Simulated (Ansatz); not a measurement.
# BH3SeSi: short molecular-dynamics run

How does BH3SeSi move over a short run? A script is to give a short molecular-dynamics run; the system is BH3SeSi.

Program: Ansatz 0.2.0, driven from Python. Level of theory: PBE0/def2-SVP. These are calculated values, not measurements.

## 1. Starting point

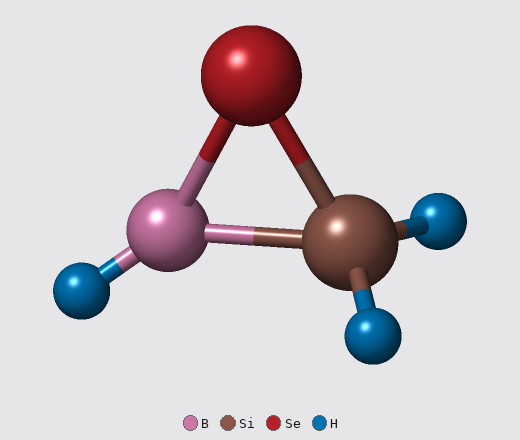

The starting structure, viewed from a chosen angle; boron pink, silicon brown, selenium red, hydrogen blue.

The script holds or builds the structure itself.

## 2. The script

Input file bh3sesi_md.py:

```python
# -*- coding: utf-8 -*-
"""Molecular dynamics of one BH3SeSi molecule."""

import ansatz
import numpy as np

mol = (
    ansatz.Crystal.molecule()
    .atom("B", (-0.5667, -0.9574, -0.5342))
    .atom("Si", (0.525, 0.5202, 0.2425))
    .atom("Se", (-1.4734, 1.0254, -0.3234))
    .atom("H", (-0.7423, -2.0591, -0.4274))
    .atom("H", (1.5637, 1.0152, -0.694))
    .atom("H", (0.7357, 0.3917, 1.6904))
)

model = (
    mol.calculation()
    .basis(gaussian="def2-SVP")  # atom-centred Gaussian functions
    .functional("pbe0")
    .accuracy("medium")  # preset for grids and thresholds
)
symbols = [site.symbol for site in mol.cartesian_sites]
start = np.array([site.position_ang for site in mol.cartesian_sites], dtype=float)
r = model.relax(force_tolerance=0.02, max_steps=100).run(threads=1).report
end = np.array(r["positions_ang"])
minimum = ansatz.Crystal.molecule()
for symbol, place in zip(symbols, end):
    minimum = minimum.atom(symbol, place.tolist())

# dynamics from the relaxed geometry
model = (
    minimum.calculation()
    .basis(gaussian="def2-SVP")  # atom-centred Gaussian functions
    .functional("pbe0")
    .accuracy("medium")
    .md("nve", timestep=0.5, steps=20, temperature=300, initial_velocities="maxwell_boltzmann", seed=96)
)
frames = []
res = model.session().plan().execute(on_event=lambda e: frames.append(e["data"]) if e["event"] == "md_step" else None)
print("t (fs)   E_pot (eV)      E_kin (eV)   T (K)   d(0-1) (A)")
for f in frames[::2]:
    xyz = np.array(f["positions_ang"])
    print(f"{f['time_fs']:6.2f} {f['lagrangian_ev']:14.5f} {f['e_kin_ev']:10.5f} {f['temperature_k']:8.1f} {np.linalg.norm(xyz[0] - xyz[1]):9.4f}")
kept = np.array([f["conserved_ev"] for f in frames])
print(f"conserved energy moves by at most {1000 * np.ptp(kept):.3f} meV")
```

## 3. The input behind the calls

The engine receives this input (first run):

```yaml
crystal:
  periodic: [false, false, false]
  atoms:
    - { symbol: B, position_ang: [-0.5667, -0.9574, -0.5342] }
    - { symbol: Si, position_ang: [0.525, 0.5202, 0.2425] }
    - { symbol: Se, position_ang: [-1.4734, 1.0254, -0.3234] }
    - { symbol: H, position_ang: [-0.7423, -2.0591, -0.4274] }
    - { symbol: H, position_ang: [1.5637, 1.0152, -0.694] }
    - { symbol: H, position_ang: [0.7357, 0.3917, 1.6904] }
accuracy: medium
basis:
  gaussian:
    orbitals: def2-SVP
hamiltonian:
  xc: pbe0
relax:
  f_tol: 0.02
  max_steps: 100
```

## 4. Running it

On the command line:

```
$ python bh3sesi_md.py
```

**Question.** What results will this script give? Wanted: moves of the relaxation of run 1; energy gained in run 1; last largest force component of run 1; mean temperature, second half; farthest move; largest change of the conserved energy.

The runs gave:

| quantity | value |
| --- | --- |
| runs compared | 2 |
| moves of the relaxation of run 1 | 5 |
| energy gained in run 1 | 1.250 eV |
| last largest force component of run 1 | 0.0143 eV/Å |
| length of the run | 20 steps, 10 fs |
| mean temperature, second half | 142 K |
| farthest move | 0.24 Å |
| largest change of the conserved energy | 0.07 meV/atom |

**Reading.** Run 1: The relaxation took 5 moves; the largest shift is 0.336 Å, of atom 4 (H). The temperature swings between 66 and 300 K, with a mean of 142 K in the second half; from a start near a minimum about half of the kinetic energy passes into potential energy. The conserved energy stays within 0.07 meV/atom, so the time step holds. 10 fs show the first vibrations only, not equilibrium. What to keep in mind:
- The trajectory is only some femtoseconds long, and gives no averages; where the script doesn't relax first, it starts from a rough generated geometry.
- The temperature counts the internal degrees of freedom alone.
